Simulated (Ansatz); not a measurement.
**AlCu3: a response run at many settings**

This session takes AlCu3 and sets out to test how the response depends on the settings, sound and unsound.

Program: Ansatz 0.2.0. Level of theory: DFT LDA, scalar-relativistic, plane waves, PAW. These are calculated values, not measurements.

1 further run of the same task is left out (set aside as unsound or not needed).

**1. Starting point**

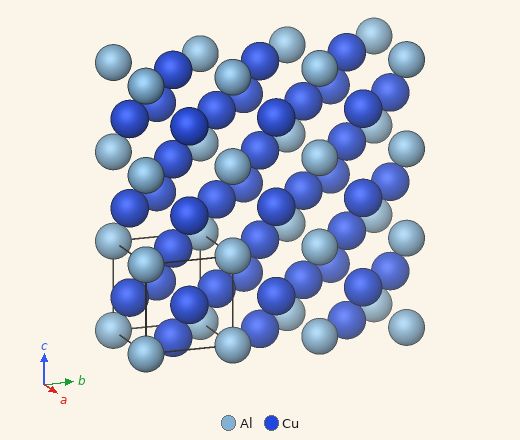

The starting structure, seen slightly off an axis (aluminium light blue, copper blue). 1×3×3 cells are drawn. Atoms on the faces are drawn again on the opposite ones.

Coordinates:

```cif
data_structure
_symmetry_space_group_name_H-M 'P 1'
_symmetry_Int_Tables_number 1
_cell_length_a 3.5896
_cell_length_b 3.5896
_cell_length_c 3.5896
_cell_angle_alpha 90.000
_cell_angle_beta 90.000
_cell_angle_gamma 90.000
_cell_volume 46.25
loop_
_atom_site_label
_atom_site_type_symbol
_atom_site_fract_x
_atom_site_fract_y
_atom_site_fract_z
_atom_site_occupancy
Al1 Al 0.00000 0.00000 0.00000 1
Cu1 Cu 0.50000 0.50000 0.00000 1
Cu2 Cu 0.50000 0.00000 0.50000 1
Cu3 Cu 0.00000 0.50000 0.50000 1
```

It goes back to an entry of the Materials Project, which need not be the stable form.

It is the result of an earlier relaxation at this level (volume 11.56 Å³/atom; gap on the mesh: none (metal)).

**2. The reference run**

The input, input.yaml:

```yaml
crystal:
  lattice:
    - [3.5895784725, 0.0, 0.0]
    - [0.0, 3.5895784725, 0.0]
    - [0.0, 0.0, 3.5895784725]
  atoms:
    - { symbol: Al, position: [0.0, 0.0, 0.0] }
    - { symbol: Cu, position: [0.5, 0.5, 0.0] }
    - { symbol: Cu, position: [0.5, 0.0, 0.5] }
    - { symbol: Cu, position: [0.0, 0.5, 0.5] }
basis:
  ecutwfc: 420
kpoints:
  mp_grid: { grid: [12, 12, 12] }
hamiltonian:
  xc: lda
scf:
  occupations: { method: fermi_dirac, width: 0.15 }
output:
  forces: true
  stress: true
  eigenvalues: true
elastic:
  mode: relaxed_ion
  stencil: two_point
```

This input was run earlier.

**3. The same with collinear spin with fixed occupations**

Changes to input.yaml since step 2:

```diff
@@ -6,3 +6,3 @@
   atoms:
-    - { symbol: Al, position: [0.0, 0.0, 0.0] }
+    - { symbol: Al, position: [0.0, 0.0, 0.0], spin: 1.0 }
     - { symbol: Cu, position: [0.5, 0.5, 0.0] }
@@ -17,3 +17,4 @@
 scf:
-  occupations: { method: fermi_dirac, width: 0.15 }
+  occupations: { method: fixed }
+  max_iter: 100
 output:
@@ -22,2 +23,5 @@
   eigenvalues: true
+  populations: true
+magnetization:
+  spin_polarized: true
 elastic:
```

The run is started by

```bash
$ ansatz run input.yaml --threads 1 --pin off --max-ram 3072MiB --backend cpu --events-out ev --progress --plain --runs-dir out
```

Log:

```text
Error: inconsistent input (scf.occupations.method, magnetization): a σ = 0 step fill (method: fixed, or a smearing width below the step floor) with no hard lock on the total moment puts the same N_el/2 bands in each spin channel, which gives a total moment of zero, but the starting moments sum to +1.0000 μB; make the starting moments (crystal.atoms[].spin / magnetization.per_species / magnetization.initial_magnetization) sum to zero, or set magnetization.spin_locking.lock_magnetization: hard with an even integer magnetization.initial_magnetization, or use a smearing method with a finite width, such as fermi_dirac
```

It took 0.13 s on 1 thread of Arm Neoverse V2, shared host; peak memory 0.075 GiB.

The program refused the input.

**4. Changed: k mesh 5×5×5**

The input, input.yaml:

```yaml
crystal:
  lattice:
    - [3.5895784725, 0.0, 0.0]
    - [0.0, 3.5895784725, 0.0]
    - [0.0, 0.0, 3.5895784725]
  atoms:
    - { symbol: Al, position: [0.0, 0.0, 0.0] }
    - { symbol: Cu, position: [0.5, 0.5, 0.0] }
    - { symbol: Cu, position: [0.5, 0.0, 0.5] }
    - { symbol: Cu, position: [0.0, 0.5, 0.5] }
basis:
  ecutwfc: 420
kpoints:
  mp_grid: { grid: [5, 5, 5] }
hamiltonian:
  xc: lda
scf:
  occupations: { method: fermi_dirac, width: 0.15 }
output:
  forces: true
  stress: true
  eigenvalues: true
elastic:
  mode: relaxed_ion
  stencil: two_point
```

The run is started by

```bash
$ ansatz run input.yaml --threads 1 --pin off --max-ram 3072MiB --backend cpu --events-out ev --progress --plain --runs-dir out
```

Log (excerpt; [...] marks lines left out):

```text
[...]
SCF converged after 11 iterations
Free energy (F): -20180.846565 eV
[...]
E sigma→0 (E₀):  -20180.803011 eV
Entropy (-TS):   -0.087107 eV (-21.777 meV/atom)
Fermi energy:    16.011165 eV
[...]
--- Forces (eV/Å), atoms counted from 1 ---
  atom   1  Al    -0.00000000     0.00000000     0.00000000
  atom   2  Cu     0.00000000    -0.00000000     0.00000000
  atom   3  Cu     0.00000000    -0.00000000    -0.00000000
  atom   4  Cu     0.00000000    -0.00000000     0.00000000
[...]
--- Stress (GPa, compression-positive) ---
        0.112514       0.000000       0.000000
        0.000000       0.112514       0.000000
        0.000000       0.000000       0.112514
  P = ⅓ Tr σ = 0.1125 GPa (1.125 kbar)
--- Band table (eV; the first three rows and the last of 10) ---
[...]
--- Elastic constants: 2 strain directions × 2 members + reference (group order 48) ---
[...]
  moduli (Voigt/Reuss/Hill, GPa): K = 167.80/167.80/167.80   G = 73.20/58.71/65.96   E = 174.95   ν = 0.326
  mechanically stable: yes (min eigenvalue of sym C = 73.55 GPa)
  strain η (Voigt 11):  stress-route row diagonal C_11 = 216.83 GPa, energy-path curvature d²(F+E_count+ΔE)/dδ²/Ω₀ = 216.66 GPa
         δ    σ_11 (GPa)             F (eV)   n_scf  n_hpsi   n_pw
    -2.000e-3      -0.5492      -20180.8463408      10   13104    912   relax 0 steps, max|allowed force component| 1.53e-28 eV/Å
     2.000e-3       0.3181      -20180.8465018       7    9100    916   relax 0 steps, max|allowed force component| 4.72e-28 eV/Å
  strain η (Voigt 23):  stress-route row diagonal C_44 = 97.49 GPa, energy-path curvature d²(F+E_count+ΔE)/dδ²/Ω₀ = 98.16 GPa
         δ    σ_23 (GPa)             F (eV)   n_scf  n_hpsi   n_pw
    -2.000e-3      -0.1950      -20180.8464894       7   15345    914   relax 0 steps, max|allowed force component| 6.00e-29 eV/Å
     2.000e-3       0.1950      -20180.8464894       6   14855    914   relax 0 steps, max|allowed force component| 5.13e-29 eV/Å
```

Run time: 8.5 s. Hardware: 1 thread of Arm Neoverse V2, shared host; peak memory 0.33 GiB.

**5. Cost and shift, setting by setting**

The elastic coefficients (GPa), the largest shift from the reference and the CPU time:

| setting | C11 | C12 | C44 | largest shift (GPa) | CPU time |
| --- | --- | --- | --- | --- | --- |
| reference settings | 198.4 | 151.4 | 103.9 | 0 | 86 s |
| collinear spin with fixed occupations | refused | – | – | – | 0.13 s |
| k mesh 5×5×5 | 216.8 | 143.3 | 97.5 | 18.4 | 8.5 s |

**6. Summary of results**

| quantity | value |
| --- | --- |
| settings tried | 2 |
| without a result | 1 |
| largest shift | 18.4 GPa (k mesh 5×5×5) |

**Reading.** 1 run did not end normally (refused), so the aim is met only in part. The setting that moves the result most is this one: k mesh 5×5×5, by 18.4 GPa. No result came from: collinear spin with fixed occupations (refused). For a metal these values are sensitive to the k mesh.
